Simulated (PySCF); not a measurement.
## Electronic structure of C₃H₅O₄Si (charge −1) in real space

The calculation's input:

```
{"job": {"kind": "sp", "xc": "M06-2X", "basis": "ma-def2-SVP", "grid": 3}, "charge": -1, "multiplicity": 1}
C     -2.951684    -0.619218    -0.393219
O     -1.619426    -0.554828    -0.596148
C     -0.816409    -0.046140     0.328470
O     -1.214603     0.352026     1.429994
C      0.564348    -0.026254    -0.158587
O      0.999756    -0.394406    -1.250535
O      1.454759     0.468500     0.744041
Si     3.038310     0.478859     0.137423
H     -3.435366    -1.305666    -1.090818
H     -3.285719    -0.511304     0.641488
H      3.232128     1.359133    -1.050887
H      3.595843    -0.881057    -0.118390
H      3.808111     1.078673     1.273969
```

Command:

```sh
OMP_NUM_THREADS=1 python redox_run.py task.json out
```

Geometry: PBE0-D3(BJ)/ma-def2-SVP.

Computed with DFT single point, gas phase, functional M06-2X in PySCF.

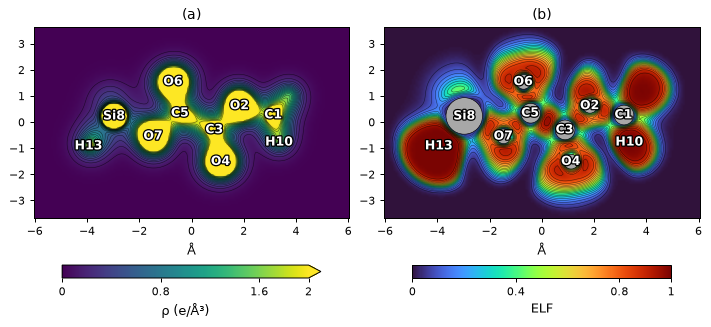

Figure 1. (a) total electron density; (b) ELF on the plane of atoms C3, C5 and O6. Grey discs cover the atomic cores in the ELF map.

Q: Interpret the plot.

A:
- Atoms in the plane: C, O, Si and H.
- C–O (1.23 Å): the density is about 3.2 e/Å³ at the midpoint; the ELF peaks at about 0.90 between the atoms, as expected for a polar covalent bond.
- C–C (1.46 Å): the density is about 1.9 e/Å³ at the midpoint; the ELF peaks at about 0.95 between the atoms: localised, covalent bonding.
- Si–O (1.70 Å): ρ is about 1 e/Å³ halfway; the ELF peaks at about 0.90 between the atoms (a shared but strongly polarised pair).
- C–H (1.09 Å): ρ at the midpoint is about 1.9 e/Å³; the ELF climbs to about 1 towards the hydrogen, as it does in any bond to H: a covalent bond by its length.
- C–O (1.33 Å): the density is about 2.5 e/Å³ at the midpoint; the ELF peaks at about 0.90 between the atoms, as expected for a shared but strongly polarised pair.
- The ELF also peaks beside O4, O7, O2 and O6, away from the bonds: lone-pair regions.

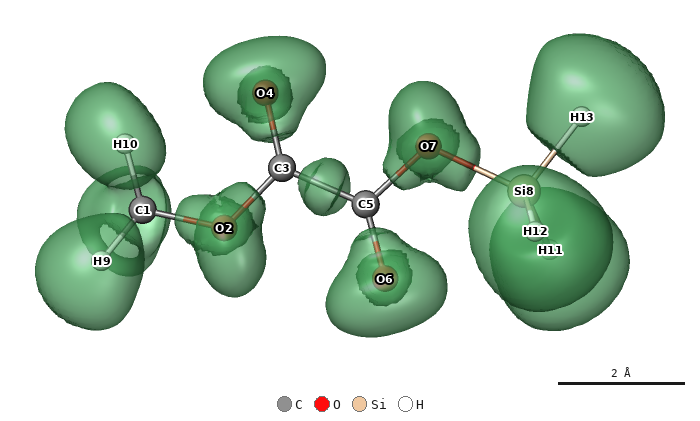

Figure 2. Isosurface of the ELF at 0.75 (green), seen across its widest extent. Only the valence region is drawn (cores and ρ < 0.01 e/Å³ removed).

Q: Identify the bonds, lone pairs and shells in this picture.

A: The ELF exceeds this value in one region between bonded C–C atoms (shared pairs), three regions around hydrogen nuclei, four regions on O in which the atom's valence shell and bonds are merged and one joined region spread over several atoms (C, H), in which their bonds and any lone pairs are merged.
